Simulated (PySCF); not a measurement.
Vertical excitations of a molecule C3H6NO, multiplicity 2 from TDA-B3LYP/def2-SVPD (PySCF), as energy in eV (oscillator strength): 1.26 (0.000), 2.43 (0.010), 4.47 (0.010), 5.13 (0.001), 5.52 (0.004), 5.56 (0.000), 6.05 (0.004), 6.17 (0.029), 6.49 (0.017), 6.53 (0.086). The structure is a stationary point at TPSSh-D3(BJ)/def2-SVP. One conformer was computed; it need not be the lowest.

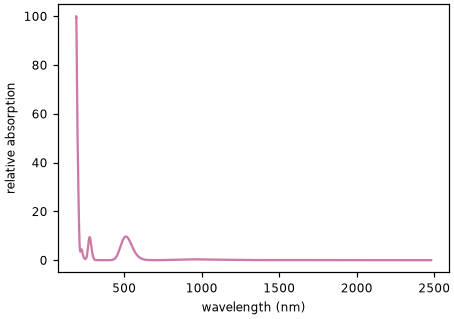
Fig. 1. The lines broadened by 0.4 eV.

Problem. Which molecule gave these data?
(A) [CH2]N(C)C=O
(B) C[N]C(C)=O
(C) CN(C)[C]=O

Solution. B, C[N]C(C)=O
